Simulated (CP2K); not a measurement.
# CH6GeSi (SMILES [CH2]1[SiH2][GeH2]1) at GFN1-xTB

Aim: the vertical singlet–triplet gap of CH6GeSi at GFN1-xTB, from 2 runs. 

The results are computed with CP2K 2026.2.

5 further runs of the same task are left out: 5 set aside as unsound or not needed.

### Step 1. The molecule

CH6GeSi: 9 atoms, total charge 0, spin state singlet. As SMILES, `[CH2]1[SiH2][GeH2]1`. The coordinates come from a PBE0-D4/def2-TZVP relaxation.

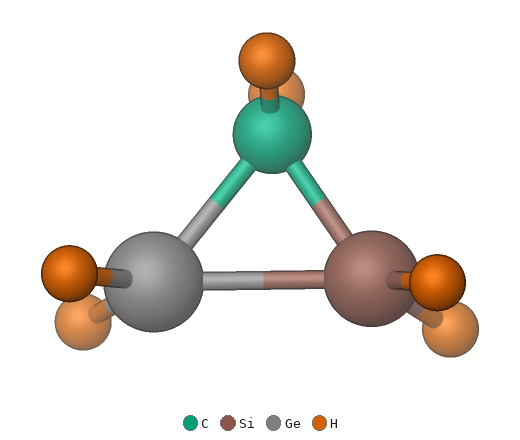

The structure, seen from a chosen angle (carbon teal, silicon brown, germanium grey, hydrogen orange).

### Step 2. A single-point energy at GFN1-xTB

molecule.inp reads:

```
&FORCE_EVAL
   METHOD Quickstep
   &DFT
      ! Quickstep
      &QS
         METHOD XTB
         EPS_DEFAULT 1.0E-10
         &XTB
            GFN_TYPE 1
            CHECK_ATOMIC_CHARGES F
         &END
      &END
      &POISSON
         PERIODIC NONE
         POISSON_SOLVER ANALYTIC
      &END
      ! SCF settings
      &SCF
         SCF_GUESS ATOMIC
         EPS_SCF 1.0E-06
         MAX_SCF 150
         &DIAGONALIZATION
            ALGORITHM STANDARD
         &END
         &MIXING
            METHOD BROYDEN_MIXING
            ALPHA 0.4
            NBUFFER 8
         &END
      &END
      &PRINT
         &MOMENTS
            PERIODIC F
            REFERENCE COM
            MAX_MOMENT 1
         &END
         &MO ON
            ENERGIES T
            OCCUPATION_NUMBERS T
            NDIGITS 6
            &EACH
               QS_SCF 0
            &END
            ADD_LAST NUMERIC
         &END
         &HIRSHFELD OFF
         &END
      &END
   &END
   ! atoms, cell and kinds
   &SUBSYS
      ! vacuum box
      &CELL
         ABC 19.7 20.6 19.8
         PERIODIC NONE
      &END
      &COORD
         SCALED T
         C    0.45288579   0.50763107   0.45219192
         Si   0.53482487   0.54633981   0.47958081
         Ge   0.48770812   0.45762136   0.53195960
         H    0.40614467   0.53454854   0.46031313
         H    0.45233249   0.48164078   0.40442424
         H    0.53048985   0.61176699   0.51040404
         H    0.59385533   0.53915049   0.43379293
         H    0.51004822   0.38823301   0.51594444
         H    0.44417005   0.46363107   0.59557576
      &END
   &END
&END

&GLOBAL
   PROJECT_NAME molecule
   RUN_TYPE ENERGY
   PRINT_LEVEL MEDIUM
&END
```

The run is started by

```bash
$ OMP_NUM_THREADS=1 cp2k.psmp -i molecule.inp -o molecule.out
```

Standard output:

```text
CP2K| version string:                                       CP2K version 2026.2
[...]
 GLOBAL| Method name                                                        CP2K
[...]
 GLOBAL| Run type                                                         ENERGY
[...]
                             - Atoms:                                          9
[...]
                             - Spherical basis functions:                     34
[...]
 Number of electrons:                                                         18
[...]
     1 NoMix/Diag. 0.40E+00    0.0     1.36961223        -8.6539245202 -8.65E+00
[...]
    72 Broy./Diag. 0.40E+00    0.0     0.00000064        -8.7968930495  9.01E-07
  *** SCF run converged in    72 steps ***
[...]
 TB_DIPOLE| Moment [Debye]          0.49000412       0.91127669      -0.49437979
 TB_DIPOLE| Derivative [a.u.]       0.00000000       0.00000000       0.00000000
[...]
 ENERGY| Total FORCE_EVAL ( QS ) energy [hartree]             -8.796893049484547
[...]
```

It took 0.32 s on 1 thread of Arm Neoverse V2, shared host.

### Step 3. The triplet

molecule.inp reads:

```
&FORCE_EVAL
  METHOD QS
  &DFT
    CHARGE 0
    MULTIPLICITY 3
    LSD T
    &QS
      METHOD XTB
      EPS_DEFAULT 1.0E-10
      &XTB
        GFN_TYPE 1
        CHECK_ATOMIC_CHARGES F
      &END XTB
    &END QS
    &POISSON
      PERIODIC NONE
      POISSON_SOLVER ANALYTIC
    &END POISSON
    &SCF
      SCF_GUESS ATOMIC
      EPS_SCF 1.0E-06
      MAX_SCF 150
      &DIAGONALIZATION
        ALGORITHM STANDARD
      &END DIAGONALIZATION
      &MIXING
        METHOD BROYDEN_MIXING
        ALPHA 0.4
        NBUFFER 8
      &END MIXING
    &END SCF
    &PRINT
      &MOMENTS
        PERIODIC F
        REFERENCE COM
        MAX_MOMENT 1
      &END MOMENTS
      &MO ON
        ENERGIES T
        OCCUPATION_NUMBERS T
        NDIGITS 6
        &EACH
          QS_SCF 0
        &END EACH
        ADD_LAST NUMERIC
      &END MO
      &HIRSHFELD OFF
      &END HIRSHFELD
    &END PRINT
  &END DFT
  &SUBSYS
    &CELL
      ABC [angstrom] 19.7 20.6 19.8
      PERIODIC NONE
    &END CELL
    &COORD
      SCALED T
      C    0.45288579   0.50763107   0.45219192
      Si   0.53482487   0.54633981   0.47958081
      Ge   0.48770812   0.45762136   0.53195960
      H    0.40614467   0.53454854   0.46031313
      H    0.45233249   0.48164078   0.40442424
      H    0.53048985   0.61176699   0.51040404
      H    0.59385533   0.53915049   0.43379293
      H    0.51004822   0.38823301   0.51594444
      H    0.44417005   0.46363107   0.59557576
    &END COORD
  &END SUBSYS
&END FORCE_EVAL
&GLOBAL
  PROJECT_NAME molecule
  RUN_TYPE ENERGY
  PRINT_LEVEL MEDIUM
&END GLOBAL
```

The run is started by

```bash
$ OMP_NUM_THREADS=1 cp2k.psmp molecule.inp > molecule.out
```

Standard output:

```text
CP2K| version string:                                       CP2K version 2026.2
[...]
 GLOBAL| Method name                                                        CP2K
[...]
 GLOBAL| Run type                                                         ENERGY
[...]
                             - Atoms:                                          9
[...]
                             - Spherical basis functions:                     34
[...]
 Number of electrons:                                                         10
[...]
     1 NoMix/Diag. 0.40E+00    0.0     0.85779571        -8.5104271156 -8.51E+00
[...]
    99 Broy./Diag. 0.40E+00    0.0     0.00000069        -8.6630606840 -2.19E-06
  *** SCF run converged in    99 steps ***
[...]
 TB_DIPOLE| Moment [Debye]         -0.07023165      -0.14277015       0.08334819
 TB_DIPOLE| Derivative [a.u.]       0.00000000       0.00000000       0.00000000
[...]
 ENERGY| Total FORCE_EVAL ( QS ) energy [hartree]             -8.663060684001932
[...]
```

Wall time 0.38 s (1 thread of Arm Neoverse V2, shared host).

### Step 4. Outcome

At GFN1-xTB:

| quantity | value |
| --- | --- |
| singlet: total energy | -8.79689 Eh |
| singlet: dipole moment (from atomic charges alone) | 1.15 D |
| singlet: HOMO energy | -10.61 eV |
| singlet: dispersion energy | -7.08 kJ/mol |
| triplet: total energy | -8.66306 Eh |
| triplet: dipole moment (from atomic charges alone) | 0.18 D |
| triplet: HOMO energy (highest over α and β) | -6.55 eV |
| triplet: dispersion energy | -7.08 kJ/mol |
| vertical energy of the triplet above the singlet | 3.642 eV |

The method runs without spin polarisation, so open shells lack the exchange term that lowers high spin: such gaps come out too high and can have the wrong sign. At this shape the triplet lies 3.64 eV (84 kcal/mol) above the singlet. The dipole (singlet) comes from point charges on the atoms alone, without atomic dipoles, so it is partial. The dipole (triplet) comes from point charges on the atoms alone, without atomic dipoles, so it is partial.
